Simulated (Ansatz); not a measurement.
## Scan of one atom of the cell for CuI (zinc blende)

CuI (zinc blende)

```
CuI
1.0
    0.00000     2.96965     2.96965
    2.96965     0.00000     2.96965
    2.96965     2.96965     0.00000
I Cu
1 1
Direct
  0.75000   0.75000   0.75000
  0.00000   0.00000   0.00000
```

In each cell atom 2 (Cu, nearest neighbour I at 2.572 Å; its periodic images, 4.2 Å or more away, move with it) moves by s·(0.000, 0.000, 1.000) (along Cartesian z), the rest being held.

Computed with PBEsol (plane waves to 420 eV, PAW, scalar-relativistic; Ansatz, a first-principles code). k mesh 8×8×8 (Γ-centred), Fermi-Dirac smearing 0.05 eV. E stands for the smeared free energy. CuI is run without spin polarisation. CuI was relaxed with its symmetry unable to fall. Spin-orbit coupling is left out, though I is heavy. ΔE is measured from the undisplaced structure.

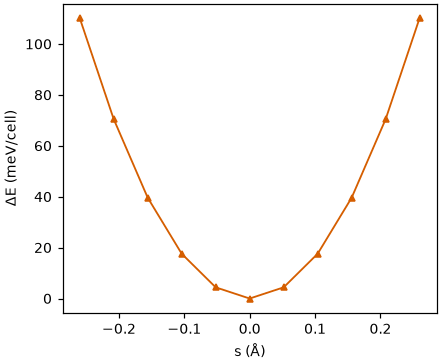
Fig. 1. ΔE (meV/cell) against s (Å); computed points joined by lines.

The force constant k = d²E/ds² at s = 0 (finite differences) comes out as 3.25 eV/Å² and the force along the line at s = -0.260 Å is 0.850 eV/Å. The zone-centre optical wavenumber from k (transverse: no LO-TO term) comes out as 145 cm⁻¹. Symmetry of the curve: even: the same for both signs. Shape of the curve: a single well with its minimum at or next to zero displacement.

The forces along the line at the two nearest points give (0.169 − (-0.169)) / (2·0.052) = 3.25 eV/Å²; the next pair corrects for the finite step.

(A displaced cell: forces are minus the slopes of the energy, force constants its curvatures, and phonons follow from these.)
